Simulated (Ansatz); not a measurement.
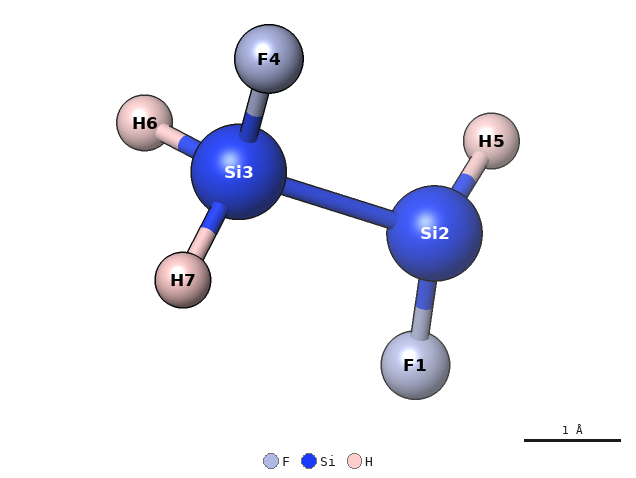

Orthographic view. Distant atoms are faded towards the background colour. State: neutral, doublet. Computed geometry: PBE0-D4/def2-TZVP optimisation.

Write a Z-matrix (Å, degrees) in the order of the atom numbers, with these reference atoms: 2 to 1; 3 to 2, 1; 4 to 3, 2, 1; 5 to 2, 1, 3; 6 to 3, 4, 2; 7 to 3, 6, 4.

```
F  
Si   1   1.611
Si   2   2.353   1   108.9
F    3   1.605   2   106.6   1   168.0
H    2   1.492   1   107.0   3  -125.2
H    3   1.487   4   107.4   2  -123.3
H    3   1.484   6   109.6   4   118.1
```
